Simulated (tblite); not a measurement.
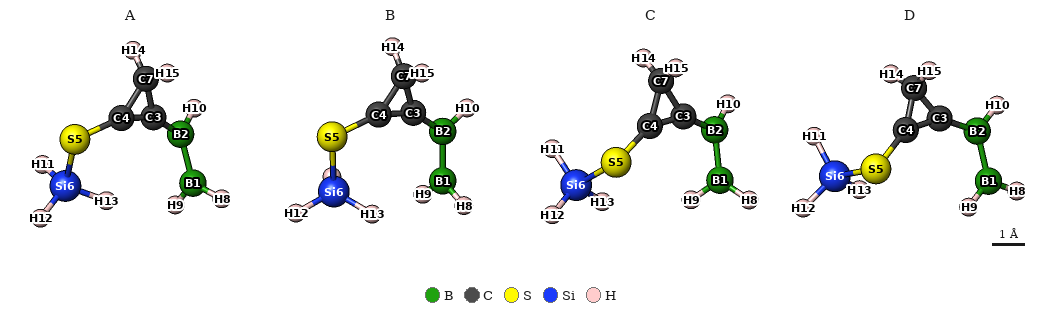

4 geometries from one relaxation of C₃H₈B₂SSi, in shuffled order. The picture is a ball-and-stick view, seen at a tilt.

All numbers below come from tblite, GFN2-xTB geometry optimisation, gas phase. 

> Put them in the order of the run, from the start to the converged end.

D, C, A, B. They are steps 0, 51, 96, 184, at +1.713 eV, +0.361 eV, +0.080 eV relative to the last. The largest move after the best rigid fit is that of H11, 2.15 Å. By element the largest moves are H 2.15 Å, S 1.39 Å, B 0.86 Å, Si 0.79 Å, C 0.64 Å. Some distances before and after: C3–C7 1.391 → 1.528 Å, C3–C4 1.437 → 1.327 Å, C4–S5 1.791 → 1.702 Å, C4–C7 1.400 → 1.482 Å. Among the angles between lasting bonds that change: H14–C7–H15 123.4° → 113.4°, C3–C7–C4 62.0° → 52.3°, C4–S5–Si6 91.3° → 99.9°. Groups turn about B1–B2 by about 90°, C4–S5 by about 85°. After 184 geometry steps the energy has fallen by 1.713 eV.
